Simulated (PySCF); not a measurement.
SMILES [OH][Al]([OH])[O][Al]([OH])[OH] at its B3LYP/def2-SVP optimised geometry (Å):

```
11

Al    -2.0444    -2.2864    -0.0053
O     -2.7114    -2.9433    -1.4208
O     -2.3731    -3.1724     1.4041
O     -1.1252    -0.8616    -0.0006
Al    -0.2078     0.5644     0.0000
O      1.4894     0.5644     0.0000
O     -0.9132     2.1081     0.0000
H     -2.6243    -2.5698    -2.3007
H     -2.0739    -2.9450     2.2873
H      2.0444    -0.2187    -0.0009
H     -1.8564     2.2864     0.0025
```

Computed with B3LYP/def2-TZVP (PySCF 2.14.0). Cells within 0.4 Å of a nucleus heavier than hydrogen are left out (blank, or x).

Map of the electron localisation function on the plane z = 0.0 Å:

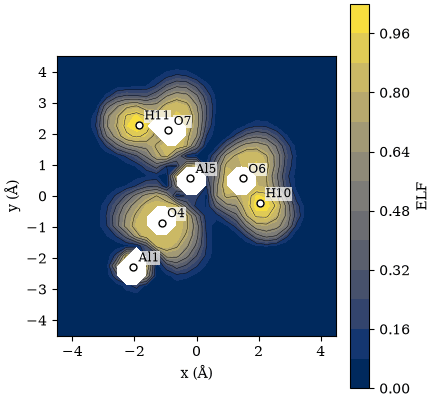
Figure. Electron localisation function on the plane z = 0.0 Å.
